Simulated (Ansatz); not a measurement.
# BSiH₂ (doublet): B2PLYP, PBE-QIDH, RPA-PBE over a scan of the distance Si1–B2, cc-pVTZ

How well do these functionals follow the top wave-function level for BSiH₂ (doublet) over a scan of the distance Si1–B2?

Program: Ansatz 0.2.0, Gaussian basis. Level of theory: cc-pVTZ, all electrons in the functionals, frozen cores in the correlation of double hybrids and RPA. These are calculated values, not measurements.

To be run: B2PLYP, PBE-QIDH, RPA-PBE, at 1.728 Å; 1.954 Å; 2.109 Å; 2.747 Å; 3.597 Å; 5.167 Å.

**1. What is computed**

The geometry derives from a PBE0/def2-TZVP stationary point (not a proven minimum). One bond is set to the value named and the two fragments are kept rigid.

4 atoms, charge 0, spin multiplicity 2.

Atoms are counted from 1 here; the program's logs count them from 0.

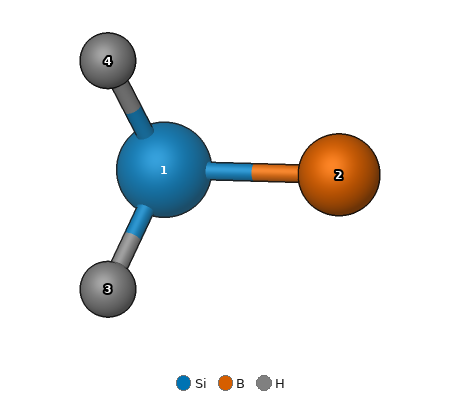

The geometry (silicon blue, boron orange, hydrogen grey); atoms are numbered from 1 in the order of the file.

No dispersion term is added.

The geometry shown and the zero of energy belong to the point 1.954 Å. The yardstick, RCCSDT(Q), and other wave-function levels (R restricted, U unrestricted, valence and pair active spaces) come from earlier runs.

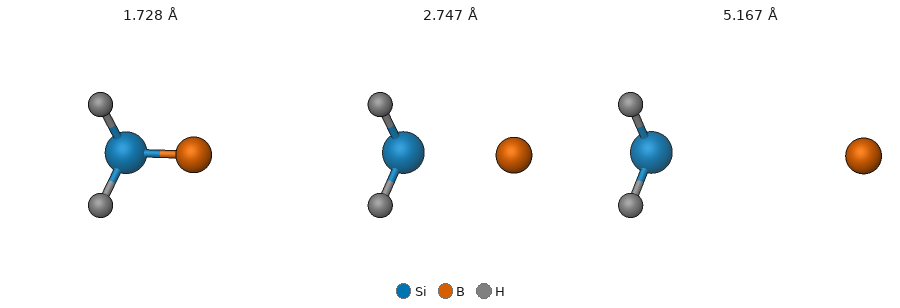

Three points of the scan; sticks are drawn by distance.

**2. B2PLYP, 1.728 Å**

Input file in.yaml:

```yaml
crystal:
  periodic: [false, false, false]
  atoms:
    - {symbol: Si, position_ang: [-0.079702, 0.000000, 0.434840]}
    - {symbol: B, position_ang: [0.073719, -0.000001, -1.286335]}
    - {symbol: H, position_ang: [0.715073, -1.206838, 0.840258]}
    - {symbol: H, position_ang: [0.715074, 1.206839, 0.840256]}
basis:
  gaussian: {orbitals: cc-pVTZ}
magnetization: {spin_polarized: true, initial_magnetization: 1}
hamiltonian: {xc: {name: B2PLYP}}
correlation: {electrons: outside_noble_gas}
```

On the command line:

```bash
> ansatz run in.yaml --threads 2 --pin off --events-out ev --progress --plain --max-ram 15360MiB --backend cuda --devices 0, --max-vram 18GiB
```

The log of the run:

```text
Functional definition: B2PLYP
  name "B2PLYP"
  cite "Grimme, J. Chem. Phys. 124, 034108 (2006) doi:10.1063/1.2148954"
  cite "Becke, Phys. Rev. A 38, 3098 (1988) doi:10.1103/PhysRevA.38.3098"
  cite "Lee, Yang & Parr, Phys. Rev. B 37, 785 (1988) doi:10.1103/PhysRevB.37.785"
  parameter a = 0.53
  parameter c = 0.27
  exchange = (1 - a)*b88_x + a*exact_x
  correlation = (1 - c)*lyp_c + c*(mp2_os + mp2_ss)
534 factors; integrals over basis functions are off by at most 1.0e-3 eV
mean field evaluation 1: about -8574.5401 eV, gradient 7.8e0 eV
mean field evaluation 2: about -8574.6550 eV, gradient 7.6e0 eV
mean field evaluation 4: about -8575.1996 eV, gradient 1.0e0 eV
mean field evaluation 8: about -8575.2265 eV, gradient 1.5e-1 eV
mean field evaluation 16: about -8575.2305 eV, gradient 7.7e-2 eV
mean field evaluation 32: about -8574.8862 eV, gradient 3.4e0 eV
mean field -8575.24259031 eV, -315.1343526855 hartree, gradient 5.2e-6 eV, S^2 0.854893; 4 other end points of the search recorded, 0 dependent functions left out
6 core orbitals not correlated: weight in the atoms' cores, before any rotation towards them, 1.000 or more for the frozen orbitals, at most 0.000 for the correlated occupied ones
reference -8575.24271891 eV, -315.1343574117 hartree; 5, 4 occupied and 81, 82 virtual orbitals, 534 factors
second order -6.48175681 eV of doubles, -0.00000000 eV of singles
Total energy: -8576.99279325 eV, -315.1986714574 hartree
```

It took 1.3 s on 1 × H100 (card shared with other runs) with 2 threads of AMD EPYC 7R13, shared host; peak host memory 0.79 GiB.

From the report: ⟨S²⟩ of the determinant 0.855 (pure doublet: 0.75).

**3. B2PLYP, 1.954 Å**

Input file in.yaml:

```yaml
crystal:
  periodic: [false, false, false]
  atoms:
    - {symbol: Si, position_ang: [-0.085001, 0.000000, 0.494288]}
    - {symbol: B, position_ang: [0.088473, -0.000001, -1.451856]}
    - {symbol: H, position_ang: [0.709774, -1.206838, 0.899706]}
    - {symbol: H, position_ang: [0.709775, 1.206839, 0.899704]}
basis:
  gaussian: {orbitals: cc-pVTZ}
magnetization: {spin_polarized: true, initial_magnetization: 1}
hamiltonian: {xc: {name: B2PLYP}}
correlation: {electrons: outside_noble_gas}
```

Same command.

The log of the run:

```text
Functional definition: B2PLYP
  name "B2PLYP"
  cite "Grimme, J. Chem. Phys. 124, 034108 (2006) doi:10.1063/1.2148954"
  cite "Becke, Phys. Rev. A 38, 3098 (1988) doi:10.1103/PhysRevA.38.3098"
  cite "Lee, Yang & Parr, Phys. Rev. B 37, 785 (1988) doi:10.1103/PhysRevB.37.785"
  parameter a = 0.53
  parameter c = 0.27
  exchange = (1 - a)*b88_x + a*exact_x
  correlation = (1 - c)*lyp_c + c*(mp2_os + mp2_ss)
535 factors; integrals over basis functions are off by at most 7.4e-4 eV
mean field evaluation 1: about -8574.9893 eV, gradient 7.2e0 eV
mean field evaluation 2: about -8575.0710 eV, gradient 7.2e0 eV
mean field evaluation 4: about -8575.6610 eV, gradient 1.8e0 eV
mean field evaluation 8: about -8575.7252 eV, gradient 4.4e-1 eV
mean field evaluation 16: about -8575.7763 eV, gradient 7.1e-2 eV
mean field evaluation 32: about -8575.7770 eV, gradient 7.3e-5 eV
mean field -8575.77702337 eV, -315.1539927385 hartree, gradient 5.0e-6 eV, S^2 0.970462; 4 other end points of the search recorded, 0 dependent functions left out
6 core orbitals not correlated: weight in the atoms' cores, before any rotation towards them, 1.000 or more for the frozen orbitals, at most 0.000 for the correlated occupied ones
reference -8575.77715254 eV, -315.1539974854 hartree; 5, 4 occupied and 81, 82 virtual orbitals, 535 factors
second order -6.00245405 eV of doubles, -0.00000000 eV of singles
Total energy: -8577.39781513 eV, -315.2135557371 hartree
```

Run time: 1.4 s. Hardware: 1 × H100 (card shared with other runs) with 2 threads of AMD EPYC 7R13, shared host; peak host memory 0.79 GiB.

From the report: ⟨S²⟩ of the determinant 0.970 (pure doublet: 0.75).

**4. B2PLYP, 2.109 Å**

Input file in.yaml:

```yaml
crystal:
  periodic: [false, false, false]
  atoms:
    - {symbol: Si, position_ang: [-0.088641, 0.000000, 0.535121]}
    - {symbol: B, position_ang: [0.098607, -0.000001, -1.565550]}
    - {symbol: H, position_ang: [0.706134, -1.206838, 0.940539]}
    - {symbol: H, position_ang: [0.706135, 1.206839, 0.940537]}
basis:
  gaussian: {orbitals: cc-pVTZ}
magnetization: {spin_polarized: true, initial_magnetization: 1}
hamiltonian: {xc: {name: B2PLYP}}
correlation: {electrons: outside_noble_gas}
```

Same command.

The log of the run:

```text
Functional definition: B2PLYP
  name "B2PLYP"
  cite "Grimme, J. Chem. Phys. 124, 034108 (2006) doi:10.1063/1.2148954"
  cite "Becke, Phys. Rev. A 38, 3098 (1988) doi:10.1103/PhysRevA.38.3098"
  cite "Lee, Yang & Parr, Phys. Rev. B 37, 785 (1988) doi:10.1103/PhysRevB.37.785"
  parameter a = 0.53
  parameter c = 0.27
  exchange = (1 - a)*b88_x + a*exact_x
  correlation = (1 - c)*lyp_c + c*(mp2_os + mp2_ss)
537 factors; integrals over basis functions are off by at most 7.2e-4 eV
mean field evaluation 1: about -8574.7344 eV, gradient 7.9e0 eV
mean field evaluation 2: about -8574.8006 eV, gradient 7.9e0 eV
mean field evaluation 4: about -8575.5882 eV, gradient 1.5e0 eV
mean field evaluation 8: about -8575.6718 eV, gradient 5.9e-1 eV
mean field evaluation 16: about -8575.7426 eV, gradient 6.0e-2 eV
mean field evaluation 32: about -8575.7431 eV, gradient 9.6e-6 eV
mean field evaluation 64: about -8575.7113 eV, gradient 5.4e-1 eV
mean field evaluation 96: about -8575.7431 eV, gradient 9.6e-6 eV
mean field -8575.74313235 eV, -315.1527472663 hartree, gradient 9.6e-6 eV, S^2 1.013472; 5 other end points of the search recorded, 0 dependent functions left out
6 core orbitals not correlated: weight in the atoms' cores, before any rotation towards them, 1.000 or more for the frozen orbitals, at most 0.000 for the correlated occupied ones
reference -8575.74326320 eV, -315.1527520749 hartree; 5, 4 occupied and 81, 82 virtual orbitals, 537 factors
second order -5.81715102 eV of doubles, -0.00000000 eV of singles
Total energy: -8577.31389397 eV, -315.2104716912 hartree
```

It took 2.2 s on 1 × H100 (card shared with other runs) with 2 threads of AMD EPYC 7R13, shared host; peak host memory 0.79 GiB.

From the report: ⟨S²⟩ of the determinant 1.013 (pure doublet: 0.75).

From 1.954 Å: +0.084 eV.

**5. B2PLYP, 2.747 Å**

Input file in.yaml:

```yaml
crystal:
  periodic: [false, false, false]
  atoms:
    - {symbol: Si, position_ang: [-0.103609, 0.000001, 0.703045]}
    - {symbol: B, position_ang: [0.140284, -0.000002, -2.033106]}
    - {symbol: H, position_ang: [0.691166, -1.206838, 1.108463]}
    - {symbol: H, position_ang: [0.691167, 1.206839, 1.108461]}
basis:
  gaussian: {orbitals: cc-pVTZ}
magnetization: {spin_polarized: true, initial_magnetization: 1}
hamiltonian: {xc: {name: B2PLYP}}
correlation: {electrons: outside_noble_gas}
```

The command is unchanged.

The log of the run:

```text
Functional definition: B2PLYP
  name "B2PLYP"
  cite "Grimme, J. Chem. Phys. 124, 034108 (2006) doi:10.1063/1.2148954"
  cite "Becke, Phys. Rev. A 38, 3098 (1988) doi:10.1103/PhysRevA.38.3098"
  cite "Lee, Yang & Parr, Phys. Rev. B 37, 785 (1988) doi:10.1103/PhysRevB.37.785"
  parameter a = 0.53
  parameter c = 0.27
  exchange = (1 - a)*b88_x + a*exact_x
  correlation = (1 - c)*lyp_c + c*(mp2_os + mp2_ss)
536 factors; integrals over basis functions are off by at most 6.1e-4 eV
mean field evaluation 1: about -8572.5744 eV, gradient 1.1e1 eV
mean field evaluation 2: about -8572.6170 eV, gradient 1.1e1 eV
mean field evaluation 4: about -8574.4178 eV, gradient 1.9e0 eV
mean field evaluation 8: about -8574.6157 eV, gradient 3.3e-1 eV
mean field evaluation 16: about -8574.6283 eV, gradient 2.7e-2 eV
mean field evaluation 32: about -8574.6284 eV, gradient 4.4e-5 eV
mean field evaluation 64: about -8573.7344 eV, gradient 3.9e0 eV
mean field evaluation 96: about -8573.3402 eV, gradient 6.1e-1 eV
mean field -8574.62841595 eV, -315.1117821942 hartree, gradient 5.7e-6 eV, S^2 0.939843; 9 other end points of the search recorded, 0 dependent functions left out
6 core orbitals not correlated: weight in the atoms' cores, before any rotation towards them, 1.000 or more for the frozen orbitals, at most 0.000 for the correlated occupied ones
reference -8574.62855240 eV, -315.1117872088 hartree; 5, 4 occupied and 81, 82 virtual orbitals, 536 factors
second order -5.73238193 eV of doubles, -0.00000000 eV of singles
Total energy: -8576.17629552 eV, -315.1686657194 hartree
```

Run time: 1.9 s. Hardware: 1 × H100 (card shared with other runs) with 2 threads of AMD EPYC 7R13, shared host; peak host memory 0.79 GiB.

From the report: ⟨S²⟩ of the determinant 0.940 (pure doublet: 0.75).

From 1.954 Å: +1.222 eV.

**6. B2PLYP, 3.597 Å**

Input file in.yaml:

```yaml
crystal:
  periodic: [false, false, false]
  atoms:
    - {symbol: Si, position_ang: [-0.123551, 0.000001, 0.926769]}
    - {symbol: B, position_ang: [0.195809, -0.000002, -2.656026]}
    - {symbol: H, position_ang: [0.671224, -1.206838, 1.332187]}
    - {symbol: H, position_ang: [0.671225, 1.206839, 1.332185]}
basis:
  gaussian: {orbitals: cc-pVTZ}
magnetization: {spin_polarized: true, initial_magnetization: 1}
hamiltonian: {xc: {name: B2PLYP}}
correlation: {electrons: outside_noble_gas}
```

Launched as before.

The log of the run:

```text
Functional definition: B2PLYP
  name "B2PLYP"
  cite "Grimme, J. Chem. Phys. 124, 034108 (2006) doi:10.1063/1.2148954"
  cite "Becke, Phys. Rev. A 38, 3098 (1988) doi:10.1103/PhysRevA.38.3098"
  cite "Lee, Yang & Parr, Phys. Rev. B 37, 785 (1988) doi:10.1103/PhysRevB.37.785"
  parameter a = 0.53
  parameter c = 0.27
  exchange = (1 - a)*b88_x + a*exact_x
  correlation = (1 - c)*lyp_c + c*(mp2_os + mp2_ss)
531 factors; integrals over basis functions are off by at most 1.1e-3 eV
mean field evaluation 1: about -8569.8286 eV, gradient 1.2e1 eV
mean field evaluation 2: about -8569.8708 eV, gradient 1.2e1 eV
mean field evaluation 4: about -8572.9099 eV, gradient 4.9e0 eV
mean field evaluation 8: about -8573.7914 eV, gradient 5.0e-1 eV
mean field evaluation 16: about -8573.8128 eV, gradient 2.4e-2 eV
mean field evaluation 32: about -8573.8129 eV, gradient 8.2e-4 eV
mean field evaluation 64: about -8573.7451 eV, gradient 4.0e-1 eV
mean field evaluation 96: about -8541.1323 eV, gradient 2.9e1 eV
mean field evaluation 128: about -8573.6777 eV, gradient 2.2e-1 eV
mean field -8573.81289087 eV, -315.0818122005 hartree, gradient 4.3e-6 eV, S^2 1.001976; 8 other end points of the search recorded, 0 dependent functions left out
6 core orbitals not correlated: weight in the atoms' cores, before any rotation towards them, 1.000 or more for the frozen orbitals, at most 0.000 for the correlated occupied ones
reference -8573.81303854 eV, -315.0818176271 hartree; 5, 4 occupied and 81, 82 virtual orbitals, 531 factors
second order -5.18118713 eV of doubles, -0.00000000 eV of singles
Total energy: -8575.21195906 eV, -315.1332270082 hartree
```

It took 2 s on 1 × H100 (card shared with other runs) with 2 threads of AMD EPYC 7R13, shared host; peak host memory 0.8 GiB.

From the report: ⟨S²⟩ of the determinant 1.002 (pure doublet: 0.75).

From 1.954 Å: +2.186 eV.

**7. B2PLYP, 5.167 Å**

Input file in.yaml:

```yaml
crystal:
  periodic: [false, false, false]
  atoms:
    - {symbol: Si, position_ang: [-0.160386, 0.000001, 1.339999]}
    - {symbol: B, position_ang: [0.298368, -0.000003, -3.806595]}
    - {symbol: H, position_ang: [0.634389, -1.206837, 1.745417]}
    - {symbol: H, position_ang: [0.634390, 1.206840, 1.745415]}
basis:
  gaussian: {orbitals: cc-pVTZ}
magnetization: {spin_polarized: true, initial_magnetization: 1}
hamiltonian: {xc: {name: B2PLYP}}
correlation: {electrons: outside_noble_gas}
```

The command is unchanged.

The log of the run:

```text
Functional definition: B2PLYP
  name "B2PLYP"
  cite "Grimme, J. Chem. Phys. 124, 034108 (2006) doi:10.1063/1.2148954"
  cite "Becke, Phys. Rev. A 38, 3098 (1988) doi:10.1103/PhysRevA.38.3098"
  cite "Lee, Yang & Parr, Phys. Rev. B 37, 785 (1988) doi:10.1103/PhysRevB.37.785"
  parameter a = 0.53
  parameter c = 0.27
  exchange = (1 - a)*b88_x + a*exact_x
  correlation = (1 - c)*lyp_c + c*(mp2_os + mp2_ss)
531 factors; integrals over basis functions are off by at most 4.9e-4 eV
mean field evaluation 1: about -8567.3426 eV, gradient 1.1e1 eV
mean field evaluation 2: about -8567.3887 eV, gradient 1.1e1 eV
mean field evaluation 4: about -8537.8665 eV, gradient 3.4e1 eV
mean field evaluation 8: about -8573.5611 eV, gradient 1.3e0 eV
mean field evaluation 16: about -8573.6230 eV, gradient 8.9e-3 eV
mean field evaluation 32: about -8572.9549 eV, gradient 4.7e-2 eV
mean field evaluation 64: about -8573.6141 eV, gradient 4.4e-2 eV
mean field evaluation 96: about -8573.6166 eV, gradient 2.2e-5 eV
mean field evaluation 128: about -8543.3589 eV, gradient 2.4e1 eV
mean field -8573.62304188 eV, -315.0748353786 hartree, gradient 2.7e-6 eV, S^2 1.056885; 8 other end points of the search recorded, 0 dependent functions left out
6 core orbitals not correlated: weight in the atoms' cores, before any rotation towards them, 1.000 or more for the frozen orbitals, at most 0.000 for the correlated occupied ones
reference -8573.62320822 eV, -315.0748414914 hartree; 5, 4 occupied and 81, 82 virtual orbitals, 531 factors
second order -5.01223075 eV of doubles, -0.00000000 eV of singles
Total energy: -8574.97651052 eV, -315.1245744337 hartree
```

Wall time 2.4 s (1 × H100 (card shared with other runs) with 2 threads of AMD EPYC 7R13, shared host); peak host memory 0.81 GiB.

From the report: ⟨S²⟩ of the determinant 1.057 (pure doublet: 0.75).

From 1.954 Å: +2.421 eV.

**8. PBE-QIDH, 1.728 Å**

Input file in.yaml:

```yaml
crystal:
  periodic: [false, false, false]
  atoms:
    - {symbol: Si, position_ang: [-0.079702, 0.000000, 0.434840]}
    - {symbol: B, position_ang: [0.073719, -0.000001, -1.286335]}
    - {symbol: H, position_ang: [0.715073, -1.206838, 0.840258]}
    - {symbol: H, position_ang: [0.715074, 1.206839, 0.840256]}
basis:
  gaussian: {orbitals: cc-pVTZ}
magnetization: {spin_polarized: true, initial_magnetization: 1}
hamiltonian: {xc: {name: PBE-QIDH}}
correlation: {electrons: outside_noble_gas}
```

Launched as before.

The log of the run:

```text
Functional definition: PBE-QIDH
  name "PBE-QIDH"
  cite "Brémond, Sancho-García, Pérez-Jiménez & Adamo, J. Chem. Phys. 141, 031101 (2014) doi:10.1063/1.4890314"
  cite "Perdew, Burke & Ernzerhof, Phys. Rev. Lett. 77, 3865 (1996) doi:10.1103/PhysRevLett.77.3865"
  parameter a = 3^(-1/3)
  parameter c = 1/3
  exchange = (1 - a)*pbe_x + a*exact_x
  correlation = (1 - c)*pbe_c + c*(mp2_os + mp2_ss)
534 factors; integrals over basis functions are off by at most 1.0e-3 eV
mean field evaluation 1: about -8571.3332 eV, gradient 7.4e0 eV
mean field evaluation 2: about -8571.3373 eV, gradient 7.4e0 eV
mean field evaluation 4: about -8571.9796 eV, gradient 1.2e0 eV
mean field evaluation 8: about -8572.0206 eV, gradient 1.7e-1 eV
mean field evaluation 16: about -8572.1095 eV, gradient 7.8e-2 eV
mean field evaluation 32: about -8571.9953 eV, gradient 1.3e0 eV
mean field -8572.11028312 eV, -315.0192425197 hartree, gradient 1.6e-6 eV, S^2 1.068421; 4 other end points of the search recorded, 0 dependent functions left out
6 core orbitals not correlated: weight in the atoms' cores, before any rotation towards them, 1.000 or more for the frozen orbitals, at most 0.000 for the correlated occupied ones
reference -8572.11029330 eV, -315.0192428936 hartree; 5, 4 occupied and 81, 82 virtual orbitals, 534 factors
second order -5.53368362 eV of doubles, -0.00000000 eV of singles
Total energy: -8573.95485450 eV, -315.0870292676 hartree
```

Wall time 1.2 s (1 × H100 (card shared with other runs) with 2 threads of AMD EPYC 7R13, shared host); peak host memory 0.79 GiB.

From the report: ⟨S²⟩ of the determinant 1.068 (pure doublet: 0.75).

**9. PBE-QIDH, 1.954 Å**

Input file in.yaml:

```yaml
crystal:
  periodic: [false, false, false]
  atoms:
    - {symbol: Si, position_ang: [-0.085001, 0.000000, 0.494288]}
    - {symbol: B, position_ang: [0.088473, -0.000001, -1.451856]}
    - {symbol: H, position_ang: [0.709774, -1.206838, 0.899706]}
    - {symbol: H, position_ang: [0.709775, 1.206839, 0.899704]}
basis:
  gaussian: {orbitals: cc-pVTZ}
magnetization: {spin_polarized: true, initial_magnetization: 1}
hamiltonian: {xc: {name: PBE-QIDH}}
correlation: {electrons: outside_noble_gas}
```

Same command.

The log of the run:

```text
Functional definition: PBE-QIDH
  name "PBE-QIDH"
  cite "Brémond, Sancho-García, Pérez-Jiménez & Adamo, J. Chem. Phys. 141, 031101 (2014) doi:10.1063/1.4890314"
  cite "Perdew, Burke & Ernzerhof, Phys. Rev. Lett. 77, 3865 (1996) doi:10.1103/PhysRevLett.77.3865"
  parameter a = 3^(-1/3)
  parameter c = 1/3
  exchange = (1 - a)*pbe_x + a*exact_x
  correlation = (1 - c)*pbe_c + c*(mp2_os + mp2_ss)
535 factors; integrals over basis functions are off by at most 7.4e-4 eV
mean field evaluation 1: about -8571.6618 eV, gradient 7.5e0 eV
mean field evaluation 2: about -8571.6641 eV, gradient 7.5e0 eV
mean field evaluation 4: about -8572.4239 eV, gradient 1.7e0 eV
mean field evaluation 8: about -8572.5550 eV, gradient 4.8e-1 eV
mean field evaluation 16: about -8572.6267 eV, gradient 1.5e-4 eV
mean field evaluation 32: about -8572.5391 eV, gradient 2.4e-6 eV
mean field -8572.62666740 eV, -315.0382192918 hartree, gradient 1.2e-6 eV, S^2 1.094609; 6 other end points of the search recorded, 0 dependent functions left out
6 core orbitals not correlated: weight in the atoms' cores, before any rotation towards them, 1.000 or more for the frozen orbitals, at most 0.000 for the correlated occupied ones
reference -8572.62667750 eV, -315.0382196630 hartree; 5, 4 occupied and 81, 82 virtual orbitals, 535 factors
second order -5.26480017 eV of doubles, -0.00000000 eV of singles
Total energy: -8574.38161089 eV, -315.1027122756 hartree
```

Run time: 1.5 s. Hardware: 1 × H100 (card shared with other runs) with 2 threads of AMD EPYC 7R13, shared host; peak host memory 0.8 GiB.

From the report: ⟨S²⟩ of the determinant 1.095 (pure doublet: 0.75).

**10. PBE-QIDH, 2.109 Å**

Input file in.yaml:

```yaml
crystal:
  periodic: [false, false, false]
  atoms:
    - {symbol: Si, position_ang: [-0.088641, 0.000000, 0.535121]}
    - {symbol: B, position_ang: [0.098607, -0.000001, -1.565550]}
    - {symbol: H, position_ang: [0.706134, -1.206838, 0.940539]}
    - {symbol: H, position_ang: [0.706135, 1.206839, 0.940537]}
basis:
  gaussian: {orbitals: cc-pVTZ}
magnetization: {spin_polarized: true, initial_magnetization: 1}
hamiltonian: {xc: {name: PBE-QIDH}}
correlation: {electrons: outside_noble_gas}
```

Same command.

The log of the run:

```text
Functional definition: PBE-QIDH
  name "PBE-QIDH"
  cite "Brémond, Sancho-García, Pérez-Jiménez & Adamo, J. Chem. Phys. 141, 031101 (2014) doi:10.1063/1.4890314"
  cite "Perdew, Burke & Ernzerhof, Phys. Rev. Lett. 77, 3865 (1996) doi:10.1103/PhysRevLett.77.3865"
  parameter a = 3^(-1/3)
  parameter c = 1/3
  exchange = (1 - a)*pbe_x + a*exact_x
  correlation = (1 - c)*pbe_c + c*(mp2_os + mp2_ss)
537 factors; integrals over basis functions are off by at most 7.2e-4 eV
mean field evaluation 1: about -8571.3674 eV, gradient 8.2e0 eV
mean field evaluation 2: about -8571.3691 eV, gradient 8.2e0 eV
mean field evaluation 4: about -8572.3331 eV, gradient 1.6e0 eV
mean field evaluation 8: about -8572.5780 eV, gradient 4.3e-1 eV
mean field evaluation 16: about -8572.6007 eV, gradient 1.5e-2 eV
mean field evaluation 32: about -8567.9522 eV, gradient 1.1e1 eV
mean field evaluation 64: about -8572.3415 eV, gradient 3.5e-1 eV
mean field -8572.60067953 eV, -315.0372642554 hartree, gradient 3.8e-6 eV, S^2 1.122375; 6 other end points of the search recorded, 0 dependent functions left out
6 core orbitals not correlated: weight in the atoms' cores, before any rotation towards them, 1.000 or more for the frozen orbitals, at most 0.000 for the correlated occupied ones
reference -8572.60068979 eV, -315.0372646325 hartree; 5, 4 occupied and 81, 82 virtual orbitals, 537 factors
second order -5.14008963 eV of doubles, -0.00000000 eV of singles
Total energy: -8574.31405301 eV, -315.1002295691 hartree
```

Wall time 1.6 s (1 × H100 (card shared with other runs) with 2 threads of AMD EPYC 7R13, shared host); peak host memory 0.8 GiB.

From the report: ⟨S²⟩ of the determinant 1.122 (pure doublet: 0.75).

From 1.954 Å: +0.068 eV.

(Part 1 of 2 ends here.)
